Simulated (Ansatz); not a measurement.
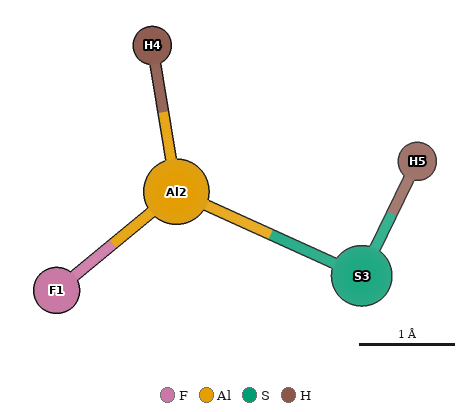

**Figure 1.** The input geometry of the first run (ball-and-stick view, seen on its broad side; atoms are numbered from 1 in the order of the input). Sticks mark near contacts. Bond lengths as drawn: Al–F 1.65 Å, Al–H 1.57 Å, Al–S 2.17 Å and H–S 1.35 Å.

**Two runs on AlH2SF**

System: AlH2SF.
Method of the first run: RKS PBE-QIDH (frozen core)/def2-TZVPP (Ansatz 0.2.0).

The geometry comes from this level: PBE0-D4/def2-TZVP. Text and figures count atoms from 1; the logs count them from 0 in places.

### Input file, the first run
```yaml
crystal:
  periodic: [false, false, false]
  atoms:
    - {symbol: F, position_ang: [-1.203507, -1.535789, 0.877517]}
    - {symbol: Al, position_ang: [-0.513882, -0.309052, 0.024808]}
    - {symbol: S, position_ang: [1.536104, 0.182613, 0.533468]}
    - {symbol: H, position_ang: [-1.341123, 0.430416, -1.085193]}
    - {symbol: H, position_ang: [1.572310, 1.158211, -0.392100]}
basis:
  gaussian: {orbitals: def2-TZVPP}
hamiltonian: {xc: {name: PBE-QIDH}}
```

Hardware: 2 CPU threads, shared host.

### Output (the first run)
```
Functional definition: PBE-QIDH
  parameter a = 3^(-1/3)
  parameter c = 1/3
  exchange = (1 - a)*pbe_x + a*exact_x
  correlation = (1 - c)*pbe_c + c*(mp2_os + mp2_ss)
848 factors; integrals over basis functions are off by at most 8.6e-4 eV
mean field evaluation 1: about -20164.9191 eV, gradient 3.4e1 eV
mean field evaluation 2: about -20165.0016 eV, gradient 3.4e1 eV
mean field evaluation 4: about -20167.0545 eV, gradient 1.8e0 eV
mean field evaluation 8: about -20167.0786 eV, gradient 1.5e-1 eV
mean field evaluation 16: about -20167.0787 eV, gradient 2.3e-4 eV
mean field -20167.07874836 eV, -741.1264742653 hartree, gradient 7.3e-6 eV, S^2 0.000000; 0 other end points of the search recorded, 0 dependent functions left out
11 core orbitals not correlated: weight in the atoms' cores, before any rotation towards them, 1.000 or more for the frozen orbitals, at most 0.000 for the correlated occupied ones
reference -20167.07875942 eV, -741.1264746718 hartree; 9, 9 occupied and 123, 123 virtual orbitals, 848 factors
second order -15.43939231 eV of doubles, -0.00000000 eV of singles
Total energy: -20172.22522353 eV, -741.3156037393 hartree
```

For the second run the input was changed thus:
```diff
-hamiltonian: {xc: {name: PBE-QIDH}}
+hamiltonian: {xc: {name: B2PLYP}}
```

Predict how the results change.

The total energies belong to different methods, so their difference says nothing on which is more stable or more accurate. The functional changes from PBE-QIDH to B2PLYP.

### Output (the second run)
```
Functional definition: B2PLYP
  parameter a = 0.53
  parameter c = 0.27
  exchange = (1 - a)*b88_x + a*exact_x
  correlation = (1 - c)*lyp_c + c*(mp2_os + mp2_ss)
848 factors; integrals over basis functions are off by at most 8.6e-4 eV
mean field evaluation 1: about -20171.9756 eV, gradient 3.7e1 eV
mean field evaluation 2: about -20172.0410 eV, gradient 3.7e1 eV
mean field evaluation 4: about -20174.2621 eV, gradient 2.4e0 eV
mean field evaluation 8: about -20174.2866 eV, gradient 4.6e-2 eV
mean field evaluation 16: about -20174.2866 eV, gradient 6.9e-6 eV
mean field -20174.28658574 eV, -741.3913574032 hartree, gradient 7.0e-6 eV, S^2 0.000000; 0 other end points of the search recorded, 0 dependent functions left out
11 core orbitals not correlated: weight in the atoms' cores, before any rotation towards them, 1.000 or more for the frozen orbitals, at most 0.000 for the correlated occupied ones
reference -20174.28672836 eV, -741.3913626447 hartree; 9, 9 occupied and 123, 123 virtual orbitals, 848 factors
second order -16.61555798 eV of doubles, -0.00000000 eV of singles
Total energy: -20178.77292902 eV, -741.5562274779 hartree
```

### The two runs side by side

```csv
quantity,the first run,the second run
outcome,converged,converged
total energy (hartree),−741.315604,−741.556227
basis functions,143,143
wall time (shared host),1.8 s,1.7 s
```
